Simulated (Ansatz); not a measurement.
# LiZnI3 in Amm2, a phase reached by a soft mode: following an unstable mode, part 2 of 3

Wanted: the energy along a soft mode of LiZnI3 in Amm2, a phase reached by a soft mode and the structure at the end.

Ansatz 0.2.0; DFT PBEsol, scalar-relativistic, plane waves, PAW; PAW set soft_1.

So far. Step 4 (The mode frozen in, largest atomic shift 0.32 Å): The run ends at a pressure of -0.41 GPa, with forces up to 0.10 eV/Å.

The structure was built from a prototype and need not be the compound's stable phase.

### 5. Energy along the mode, all amplitudes (two of the runs are shown above)

An imaginary frequency means negative curvature, so the energy should fall and then rise again as anharmonic terms take over.

This step gave:

* depth at the lowest point sampled: 1.81 meV/atom
* largest atomic shift at that point: 0.32 Å

Table of energy from the parent by largest atomic shift:

| largest atomic shift (Å) | energy from the parent (meV/atom) |
| --- | --- |
| 0.000 | 0 |
| 0.040 | -0.054 |
| 0.080 | -0.212 |
| 0.140 | -0.606 |
| 0.220 | -1.27 |
| 0.320 | -1.81 |
| 0.450 | -0.693 |
| 0.600 | 5.73 |

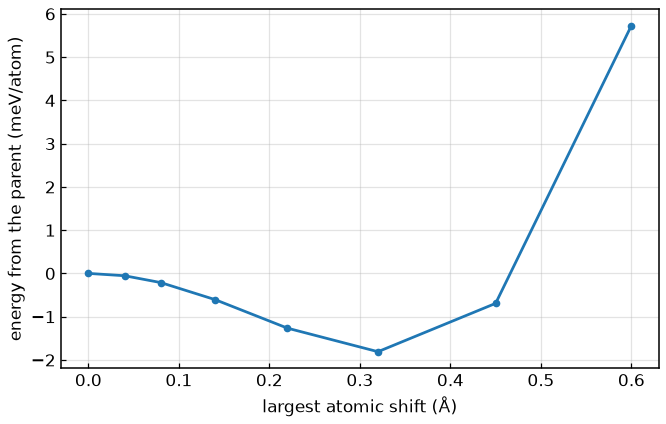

Energy from the parent, plotted against largest atomic shift.

Displacement at unit largest shift by atom:

```csv
atom,x (Å),y (Å),z (Å),size
Li1,0.00,0.58,0.00,0.58
Zn2,0.00,-0.11,0.00,0.11
I3,0.00,0.50,0.87,1.00
I4,0.00,0.50,-0.87,1.00
I5,0.00,-0.98,0.00,0.98
```

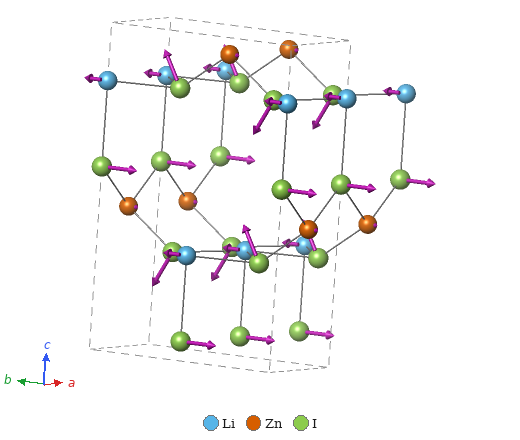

Displacement at unit largest shift as arrows, the longest 1.00 Å. 2×1×1 conventional cells are drawn. Some periodic images of atoms are drawn too.

The lowest of the steps tried is at 0.32 Å, 1.81 meV/atom below the parent; the bottom of the well need not coincide with a step.

### 6. Relaxing from the distorted cell

Starting from the lowest point found, all atoms and the cell are let go, so that strain and other modes of the same symmetry can join in.

input.yaml reads:

```yaml
crystal:
  lattice:
    - [4.1741905316, 0.0, 0.0]
    - [0.0, 4.0237859317, 6.198798808]
    - [0.0, -4.0237859317, 6.198798808]
  atoms:
    - { symbol: Li, position: [0.0, 0.845037607, 0.7991558749] }
    - { symbol: Zn, position: [0.5, 0.4256437912, 0.4340413266] }
    - { symbol: I, position: [0.5, 0.6103719347, 0.0505224728] }
    - { symbol: I, position: [0.5, 0.045672125, 0.5258594547] }
    - { symbol: I, position: [0.0, 0.5205106729, 0.5983555985] }
kpoints:
  mp_grid: { grid: [6, 4, 4] }
hamiltonian:
  xc: pbesol
  pseudopotentials: { kind: paw, azcp: { folder: soft_1 }, xc_functional: pbe }
scf:
  occupations: { method: fixed }
output:
  forces: true
  stress: true
  eigenvalues: true
relax:
  adjacent_minimum: "off"
  f_tol: 0.002
  max_steps: 120
  cell: { stress_tol: 0.03 }
```

Started as:

```sh
$ ansatz run input.yaml --threads 4 --pin off --max-ram 16384MiB --backend cpu --events-out ev --progress --plain --runs-dir out
```

Numbers of over 12 decimals in the logs are rounded to 6 here.

The log of the run:

```text
[...]
Crystal: 5 atoms, lattice volume = 208.231 Å³
Basis set: ecut = 420 eV, 4077 PW (Γ), exchange–correlation on 60×100×100 points (8 copies of the dense FFT grid, shifted against one another)
Bands: 40, of which v1, the nominal top of the filled ones, is band 33 counted from 1 (32 counted from 0)
Symmetry: 2 space group operations
[...]
k-points: 40 of 96 (time reversal used)
[...]
SCF iter   1: F=—  HF=-25786.342618 eV  |F-HF|=—  |Δ(HF+E_count)|=         —  Δρ=5.09e-2  dr2=4.67e0  ethr=3.10e-3  ⟨swp⟩=5.4  Hψ=6125  notcnv=0  defer=174
[...]
SCF iter  10: F=-25784.901163 eV  HF=-25784.901163 eV  |F-HF|=7.95e-8  |Δ(HF+E_count)|=   6.92e-7  Δρ=4.94e-6  dr2=6.62e-8  ethr=1.52e-10  ⟨swp⟩=16.1  Hψ=11268  notcnv=0
SCF 1 converged in 10 iterations: F = -25784.901163 eV  dr2 = 6.62e-8
[...]
relax step   1: F+E_penalty+E_count = -25784.90116308 eV  Δ(F+E_penalty+E_count) = +0.000e0 eV  max|allowed force component| = 8.847e-2 eV/Å  Δτ_max = 0.0000 Å  P = -0.410 GPa  Ω = 208.231 Å³  (10 SCF iters, dr2 threshold 1.00e-7 eV, accepted)
Crystal: 5 atoms, lattice volume = 205.096 Å³
Basis set: ecut = 420 eV, 4021 PW (Γ), exchange–correlation on 60×100×100 points (8 copies of the dense FFT grid, shifted against one another)
[...]
iter 1 solved again at ethr=4.76e-6 eV; its pass at ethr=3.10e-3 eV (dr2=3.14e-3 eV) is discarded
[...]
SCF iter   6: F=-25784.910300 eV  HF=-25784.910299 eV  |F-HF|=4.60e-7  |Δ(HF+E_count)|=   1.99e-6  Δρ=7.36e-6  dr2=2.16e-7  ethr=7.58e-10  ⟨swp⟩=15.2  Hψ=10183  notcnv=0
SCF 2 converged in 6 iterations: F = -25784.910300 eV  dr2 = 2.16e-7
relax step   2: F+E_penalty+E_count = -25784.91029960 eV  Δ(F+E_penalty+E_count) = -9.137e-3 eV  max|allowed force component| = 7.821e-2 eV/Å  Δτ_max = 0.0627 Å  P = +0.038 GPa  Ω = 205.096 Å³  energy of the carried Pulay correction = +4.238e-4 eV  (6 SCF iters, dr2 threshold 5.00e-7 eV, accepted)
Crystal: 5 atoms, lattice volume = 202.748 Å³
Basis set: ecut = 420 eV, 3957 PW (Γ), exchange–correlation on 60×100×100 points (8 copies of the dense FFT grid, shifted against one another)
[...]
SCF iter   6: F=-25784.917806 eV  HF=-25784.917806 eV  |F-HF|=3.62e-7  |Δ(HF+E_count)|=   1.86e-6  Δρ=7.67e-6  dr2=2.08e-7  ethr=5.79e-10  ⟨swp⟩=15.2  Hψ=10332  notcnv=0
SCF 3 converged in 6 iterations: F = -25784.917806 eV  dr2 = 2.08e-7
relax step   3: F+E_penalty+E_count = -25784.91780634 eV  Δ(F+E_penalty+E_count) = -7.507e-3 eV  max|allowed force component| = 6.300e-2 eV/Å  Δτ_max = 0.0628 Å  P = +0.078 GPa  Ω = 202.748 Å³  energy of the carried Pulay correction = +7.482e-4 eV  (6 SCF iters, dr2 threshold 3.82e-7 eV, accepted)
[... from here on, the SCF cycles and remarks between the steps are left out ...]
relax step   4: F+E_penalty+E_count = -25784.94284780 eV  Δ(F+E_penalty+E_count) = -2.504e-2 eV  max|allowed force component| = 7.880e-2 eV/Å  Δτ_max = 0.1961 Å  P = -0.134 GPa  Ω = 198.101 Å³  energy of the carried Pulay correction = +1.409e-3 eV  (7 SCF iters, dr2 threshold 2.48e-7 eV, accepted)
relax step   5: F+E_penalty+E_count = -25784.97215682 eV  Δ(F+E_penalty+E_count) = -2.931e-2 eV  max|allowed force component| = 8.666e-2 eV/Å  Δτ_max = 0.1999 Å  P = -0.303 GPa  Ω = 192.743 Å³  energy of the carried Pulay correction = +2.205e-3 eV  (7 SCF iters, dr2 threshold 3.88e-7 eV, accepted)
relax step   6: F+E_penalty+E_count = -25785.00338990 eV  Δ(F+E_penalty+E_count) = -3.123e-2 eV  max|allowed force component| = 1.026e-1 eV/Å  Δτ_max = 0.1956 Å  P = -0.280 GPa  Ω = 186.213 Å³  energy of the carried Pulay correction = +3.225e-3 eV  (7 SCF iters, dr2 threshold 5.00e-7 eV, accepted)
relax step   7: F+E_penalty+E_count = -25785.02600630 eV  Δ(F+E_penalty+E_count) = -2.262e-2 eV  max|allowed force component| = 1.558e-1 eV/Å  Δτ_max = 0.1920 Å  P = -0.268 GPa  Ω = 178.645 Å³  energy of the carried Pulay correction = +4.485e-3 eV  (7 SCF iters, dr2 threshold 5.00e-7 eV, accepted)
relax step   8: F+E_penalty+E_count = -25785.00427912 eV  Δ(F+E_penalty+E_count) = +2.173e-2 eV  max|allowed force component| = 4.878e-1 eV/Å  Δτ_max = 0.1988 Å  P = +0.176 GPa  Ω = 172.326 Å³  energy of the carried Pulay correction = +5.607e-3 eV  (7 SCF iters, dr2 threshold 5.00e-7 eV, rejected (line search))
relax step   9: F+E_penalty+E_count = -25785.04272941 eV  Δ(F+E_penalty+E_count) = -1.672e-2 eV  max|allowed force component| = 6.725e-2 eV/Å  Δτ_max = 0.0948 Å  P = -0.088 GPa  Ω = 175.221 Å³  energy of the carried Pulay correction = +5.084e-3 eV  (11 SCF iters, accepted)
relax step  10: F+E_penalty+E_count = -25785.04818378 eV  Δ(F+E_penalty+E_count) = -5.454e-3 eV  max|allowed force component| = 3.617e-2 eV/Å  Δτ_max = 0.0504 Å  P = -0.066 GPa  Ω = 173.268 Å³  energy of the carried Pulay correction = +5.435e-3 eV  (6 SCF iters, dr2 threshold 2.83e-7 eV, accepted)
relax step  11: F+E_penalty+E_count = -25785.04866559 eV  Δ(F+E_penalty+E_count) = -4.818e-4 eV  max|allowed force component| = 1.249e-1 eV/Å  Δτ_max = 0.1469 Å  P = -0.075 GPa  Ω = 167.485 Å³  energy of the carried Pulay correction = +6.514e-3 eV  (8 SCF iters, dr2 threshold 8.18e-8 eV, rejected (line search))
relax step  12: F+E_penalty+E_count = -25785.05064150 eV  Δ(F+E_penalty+E_count) = -2.458e-3 eV  max|allowed force component| = 8.460e-2 eV/Å  Δτ_max = 0.0704 Å  P = +0.069 GPa  Ω = 170.982 Å³  energy of the carried Pulay correction = +5.854e-3 eV  (11 SCF iters, accepted)
relax step  13: F+E_penalty+E_count = -25785.05264863 eV  Δ(F+E_penalty+E_count) = -2.007e-3 eV  max|allowed force component| = 5.288e-3 eV/Å  Δτ_max = 0.0436 Å  P = +0.007 GPa  Ω = 169.788 Å³  energy of the carried Pulay correction = +6.077e-3 eV  (6 SCF iters, dr2 threshold 4.47e-7 eV, accepted)
relax step  14: F+E_penalty+E_count = -25785.05268673 eV  Δ(F+E_penalty+E_count) = -3.809e-5 eV  max|allowed force component| = 1.125e-2 eV/Å  Δτ_max = 0.0108 Å  P = -0.010 GPa  Ω = 169.743 Å³  energy of the carried Pulay correction = +6.085e-3 eV  (7 SCF iters, dr2 threshold 1.75e-9 eV, accepted)
relax step  15: F+E_penalty+E_count = -25785.05272581 eV  Δ(F+E_penalty+E_count) = -3.909e-5 eV  max|allowed force component| = 6.877e-3 eV/Å  Δτ_max = 0.0029 Å  P = -0.001 GPa  Ω = 169.605 Å³  energy of the carried Pulay correction = +6.111e-3 eV  (6 SCF iters, dr2 threshold 7.92e-9 eV, accepted)
relax step  16: F+E_penalty+E_count = -25785.05273439 eV  Δ(F+E_penalty+E_count) = -8.576e-6 eV  max|allowed force component| = 6.075e-4 eV/Å  Δτ_max = 0.0013 Å  P = -0.001 GPa  Ω = 169.595 Å³  energy of the carried Pulay correction = +6.113e-3 eV  (5 SCF iters, dr2 threshold 2.96e-9 eV, accepted)
Basis set: ecut = 420 eV, 3299 PW (Γ), exchange–correlation on 60×96×90 points (8 copies of the dense FFT grid, shifted against one another)
[...]
SCF iter   7: F=-25785.048158 eV  HF=-25785.048158 eV  |F-HF|=0.00e0  |Δ(HF+E_count)|=  1.56e-10  Δρ=9.08e-8  dr2=1.23e-11  ethr=1.00e-12  ⟨swp⟩=17.2  Hψ=13040  notcnv=0
SCF 17 converged in 7 iterations: F = -25785.048158 eV  dr2 = 1.23e-11
relax step  17: F+E_penalty+E_count = -25785.04815801 eV  Δ(F+E_penalty+E_count) = +4.576e-3 eV  max|allowed force component| = 6.346e-4 eV/Å  Δτ_max = 0.0000 Å  P = -0.015 GPa  Ω = 169.595 Å³  stress off target by 2.29e-2 GPa  SCF on the basis re-selected at this cell (its energy is not comparable with the rows above)  (7 SCF iters)
basis re-selected at this cell: Δ(F+E_penalty+E_count) = +4.576e-3 eV, ΔP = -0.014 GPa vs the last step (what re-selecting the basis moved, of the pressure what is left beyond the Pulay correction that the steps carried, after the strain that the cell walked since its last selection, with what the two solves' SCF thresholds leave and, on support functions, any second-order correction that the steps lacked; it is no measure of the basis error at this ecutwfc). The dense FFT grid was sized anew with the basis: this SCF ran on 30×48×45 points, the steps before it on 30×50×50, so part of this shift can come from that change (see relax.cell in the input reference). [rest of the remark cut]
SCF converged after 7 iterations
Free energy (F): -25785.048158 eV
[...]
Internal energy: -25785.048158 eV  (E = F + TS)
E sigma→0 (E₀):  -25785.048158 eV
Fermi energy:    4.044606 eV
[...]
--- Forces (eV/Å), atoms counted from 1 ---
  atom   1  Li     0.00000000     0.00008747     0.00028482
  atom   2  Zn     0.00000000     0.00044876    -0.00037368
  atom   3  I     -0.00000000    -0.00003875    -0.00024833
  atom   4  I      0.00000000     0.00013712    -0.00005946
  atom   5  I     -0.00000000    -0.00063463     0.00039700
  max |Σ_I F_I| component: 3.47e-7 eV/Å
--- Stress (GPa, compression-positive) ---
       -0.008038       0.000000       0.000000
        0.000000      -0.022183       0.002348
        0.000000       0.002348      -0.014588
  P = ⅓ Tr σ = -0.0149 GPa (-0.149 kbar)
--- Band table (eV; the first three rows and the last of 40) ---
  k-point 0: bands = [... 29 lower, 3.6524, 3.6914, 3.8755, 4.0446, 6.7367, 8.5327, 10.1899, 10.3645, ... 3 higher]
  k-point 1: bands = [... 29 lower, 3.0621, 3.6143, 3.6551, 3.9478, 7.0796, 8.7682, 9.5641, 10.0444, ... 3 higher]
  k-point 2: bands = [... 29 lower, 3.2368, 3.3235, 3.6597, 3.7956, 6.9803, 9.0545, 9.2178, 9.9058, ... 3 higher]
  k-point 39: bands = [... 29 lower, 2.4948, 2.7734, 3.0830, 3.5785, 7.5100, 8.6671, 9.0143, 9.1273, ... 3 higher]
--- Relaxed structure (16 steps of the walk, 14 accepted, 1 SCFs on fresh bases) ---
  F+E_penalty+E_count = -25785.04815801 eV   max|allowed force component| = 6.346e-4 eV/Å   (the final SCF, on the basis selected at the relaxed cell)
  cell:  # Å, volume = 169.5948 Å³
    - [4.125032, 0.0, 0.0]
    - [0.0, 3.707724, 5.953535]
    - [0.0, -3.344751, 5.717921]
  atoms:
    - { symbol: Li, position: [0.0, 0.821169, 0.740382] }
    - { symbol: Zn, position: [0.500000, 0.408585, 0.463184] }
    - { symbol: I, position: [0.500000, 0.740806, 0.069484] }
    - { symbol: I, position: [0.500000, 0.063910, 0.419073] }
    - { symbol: I, position: [0.0, 0.412766, 0.715812] }
```

Run time: 2.4 min. Hardware: 4 threads of Arm Neoverse V1, shared host; peak memory 0.67 GiB; 9.6 min of CPU time.

Relaxation path:

```
step  energy less that of the first step (eV)  largest force component (eV/Å)  pressure (GPa)  volume (Å³)
   1                                   0.0000                          0.0885           -0.41       208.23
   2                                  -0.0091                          0.0782            0.04       205.10
   3                                  -0.0166                          0.0630            0.08       202.75
   4                                  -0.0417                          0.0788           -0.13       198.10
   5                                  -0.0710                          0.0867           -0.30       192.74
   6                                  -0.1022                          0.1026           -0.28       186.21
   7                                  -0.1248                          0.1558           -0.27       178.65
   8                                  -0.1031                          0.4878            0.18       172.33
   9                                  -0.1416                          0.0672           -0.09       175.22
  10                                  -0.1470                          0.0362           -0.07       173.27
  11                                  -0.1475                          0.1249           -0.08       167.49
  12                                  -0.1495                          0.0846            0.07       170.98
  13                                  -0.1515                          0.0053            0.01       169.79
  14                                  -0.1515                          0.0113           -0.01       169.74
  15                                  -0.1516                          0.0069            0.00       169.61
  16                                  -0.1516                          0.0006            0.00       169.59
 17*                                  -0.1470                          0.0006           -0.01       169.59
```

Relaxation steps marked * repeat the geometry before them on a plane-wave basis chosen anew for their cell, so energy and pressure can jump there. Relaxation steps 8, 11 were tried and not accepted.

The run keeps the 2 symmetry operations that it works with, so distortions that break them were not tested.

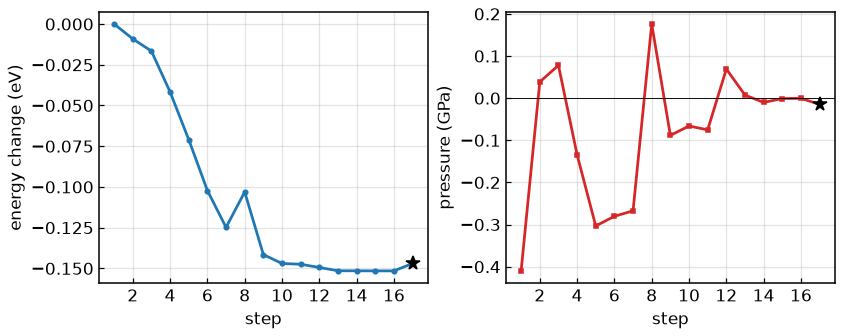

Energy and pressure along the relaxation. Stars mark steps on a basis chosen anew.

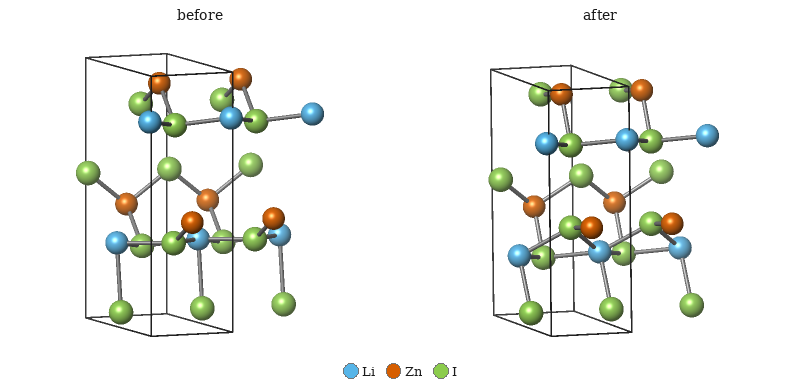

Before and after, at one scale.

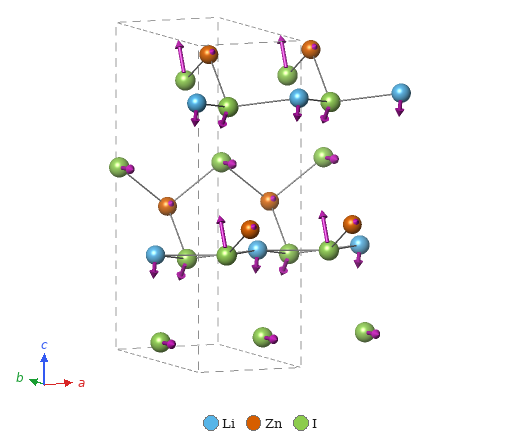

Displacements in the relaxation, exaggerated, measured against the changing cell; the longest in the cell stands for 0.98 Å. Bonds to atoms that aren't drawn are left out. 2×1×1 conventional cells are drawn. Some periodic images of atoms are drawn too.

| cell as run | before | after | change |
| --- | --- | --- | --- |
| a (Å) | 4.174 | 4.125 | -1.2 % |
| b (Å) | 7.390 | 7.014 | -5.1 % |
| c (Å) | 7.390 | 6.624 | -10.4 % |
| α (°) | 65.98 | 62.24 | -5.7 % |
| volume (Å³/atom) | 41.65 | 33.92 | -18.6 % |

The atoms that moved most (Å, as changes of fractional coordinates times the final cell):

```csv
atom,dx,dy,dz,length
I3,0.000,0.420,0.885,0.980
I5,0.000,-0.792,0.030,0.793
I4,0.000,0.425,-0.502,0.658
Li1,0.000,0.108,-0.478,0.490
Zn2,0.000,-0.161,0.065,0.173
```

Final coordinates:

```xyz
5
Lattice="4.1250 0.0000 0.0000 0.0000 3.7077 5.9535 0.0000 -3.3448 5.7179" Properties=species:S:1:pos:R:3 pbc="T T T"
Li    0.0000    0.5683    9.1223
Zn    2.0625   -0.0343    5.0810
I     2.0625    2.5143    4.8077
I     2.0625   -1.1647    2.7767
I     0.0000   -0.8638    6.5504
```

This step gave:

| Item | Value |
| --- | --- |
| pressure | -0.01494 GPa |
| gap on the k-mesh | 2.692 eV |
| volume per atom | 33.92 Å³ |

The distorted start has space group Pm; the relaxation ends in Pm.

### 7. The new phase in its own primitive cell

The relaxed structure is symmetrised, reduced to its primitive cell and relaxed tightly, as its phonons need.

input.yaml, the sections that differ from step 6:

```yaml
crystal:
  lattice:
    - [6.6243473178, 0.0, 0.0]
    - [0.0, 4.1250322209, 0.0]
    - [-3.266801052, 0.0, 6.2064328279]
  atoms:
    - { symbol: Li, position: [0.7403818612, 0.0, 0.1788312105] }
    - { symbol: Zn, position: [0.4631838601, 0.5, 0.5914152431] }
    - { symbol: I, position: [0.0694843968, 0.5, 0.2591937092] }
    - { symbol: I, position: [0.4190728124, 0.5, 0.9360901947] }
    - { symbol: I, position: [0.7158117969, 0.0, 0.5872335117] }
kpoints:
  mp_grid: { grid: [4, 6, 4] }
relax:
  adjacent_minimum: "off"
  f_tol: 0.001
  max_steps: 60
  cell: { stress_tol: 0.01 }
# hamiltonian, scf, output: as in step 6
```

The log of the run:

```text
[...]
Crystal: 5 atoms, lattice volume = 169.595 Å³
Basis set: ecut = 420 eV, 3299 PW (Γ), exchange–correlation on 90×60×96 points (8 copies of the dense FFT grid, shifted against one another)
Bands: 40, of which v1, the nominal top of the filled ones, is band 33 counted from 1 (32 counted from 0)
Symmetry: 2 space group operations
[...]
k-points: 40 of 96 (time reversal used)
[...]
cell:  # Å, volume = 169.1916 Å³
    - [6.615986, 0.0, -0.00534448]
    - [0.0, 4.124207, 0.0]
    - [-3.267685, 0.0, 6.203383]
  atoms:
    - { symbol: Li, position: [0.739954, 0.0, 0.178860] }
    - { symbol: Zn, position: [0.463630, 0.5, 0.591586] }
    - { symbol: I, position: [0.069320, 0.5, 0.258687] }
    - { symbol: I, position: [0.418119, 0.5, 0.935601] }
    - { symbol: I, position: [0.716911, 0.0, 0.588030] }
[key lines of the parts left out:]
SCF converged after 7 iterations
Free energy (F): -25785.048185 eV
Fermi energy:    4.070764 eV
P = ⅓ Tr σ = 0.0009 GPa (0.009 kbar)
```

It took 52 s on 4 threads; peak memory 0.6 GiB.

Step by step:

```
step  energy less that of the first step (eV)  largest force component (eV/Å)  pressure (GPa)  volume (Å³)
   1                                   0.0000                          0.0007           -0.01       169.59
   2                                   0.0000                          0.0020            0.00       169.39
   3                                  -0.0001                          0.0068            0.00       169.15
   4                                  -0.0001                          0.0006            0.00       169.24
   5                                  -0.0001                          0.0005            0.00       169.21
   6                                  -0.0001                          0.0006            0.00       169.19
  7*                                   0.0000                          0.0006            0.00       169.19
```

Relaxation steps marked * repeat the geometry before them on a plane-wave basis chosen anew for their cell, so energy and pressure can jump there. Relaxation step 3 was tried and not accepted.

Forces are held to the 2 operations that the run works with; a distortion that breaks them can't arise in this run.

```
     cell as run  before   after  change
           a (Å)   6.624   6.616  -0.1 %
           b (Å)   4.125   4.124  -0.0 %
           c (Å)   7.014   7.011  -0.0 %
           β (°)  117.76  117.82  +0.1 %
volume (Å³/atom)   33.92   33.84  -0.2 %
```

Final coordinates:

```cif
data_structure
_symmetry_space_group_name_H-M 'P 1'
_symmetry_Int_Tables_number 1
_cell_length_a 6.6160
_cell_length_b 4.1242
_cell_length_c 7.0114
_cell_angle_alpha 90.000
_cell_angle_beta 117.825
_cell_angle_gamma 90.000
_cell_volume 169.19
loop_
_atom_site_label
_atom_site_type_symbol
_atom_site_fract_x
_atom_site_fract_y
_atom_site_fract_z
_atom_site_occupancy
Li1 Li 0.73995 0.00000 0.17886 1
Zn2 Zn 0.46363 0.50000 0.59159 1
I3 I 0.06932 0.50000 0.25869 1
I4 I 0.41812 0.50000 0.93560 1
I5 I 0.71691 0.00000 0.58803 1
```

This step gave:

| Property | Result |
| --- | --- |
| pressure | 9.43e-4 GPa |
| volume per atom | 33.84 Å³ |
| direct gap on mesh | 2.692 eV |

The largest force component left is 0.57 meV/Å and the pressure is 0.001 GPa, within the tolerances set. The cell now holds 33.84 Å³/atom.

[end of part 2 of 3]

[Logs are printed without paths, hosts, clocks, repeated set-up lines and the standing remarks that a program may print on its own settings, such as how far it seeks lower states.]

[Hosts, paths, dates, database ids (printed as entryN), source tags and the programs' standing remarks are cut or masked in the printed files.]
